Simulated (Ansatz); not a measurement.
The calculation's input:

```
crystal:
  periodic: [false, false, false]
  atoms:
    - symbol: C
      position_ang: [-1.671764, -0.661464, -1.687506]
    - symbol: "N"
      position_ang: [-0.948904, -0.462522, -0.787395]
    - symbol: Si
      position_ang: [0.130211, -0.169561, 0.550165]
    - symbol: H
      position_ang: [1.503991, -0.133080, 0.017752]
    - symbol: H
      position_ang: [-0.242343, 1.123287, 1.151670]
    - symbol: H
      position_ang: [-0.038982, -1.273040, 1.512334]
basis:
  gaussian:
    orbitals: def2-TZVPD
hamiltonian:
  xc: {name: PBE0}
output: {forces: true, orbitals: {seedname: orbitals}}
```

Launched as:

```sh
ansatz run input.yaml --threads 2 --pin off --max-ram 4350MiB --events-out events.jsonl --progress --plain --runs-dir runs
```

Geometry: B3LYP-D4/def2-TZVP.

Theory: Ansatz, isolated molecule in a Gaussian basis; Kohn-Sham density functional theory, functional PBE0.

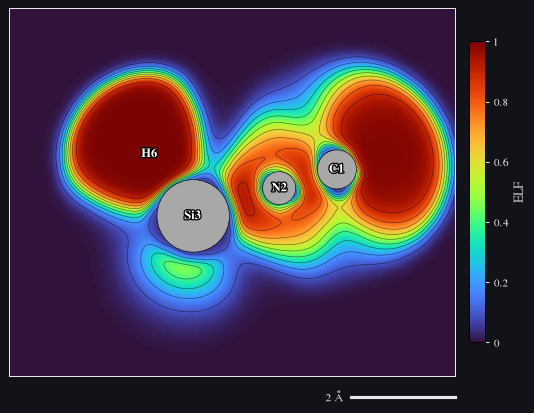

CH3NSi. ELF on the plane of atoms N2, Si3 and H6. Grey discs cover the atomic cores.

**Interpret the plot.**

Atoms in the plane: C, N, Si and H.
C–N (1.17 Å): the ELF peaks at about 0.90 between the atoms; a multiple bond.
Si–N (1.74 Å): the ELF peaks at about 0.90 between the atoms: a shared but strongly polarised pair.
Si–H (1.47 Å): the ELF climbs to about 1 towards the hydrogen, as it does in any bond to H.
The ELF also peaks beside C1, away from the bonds: lone-pair regions.
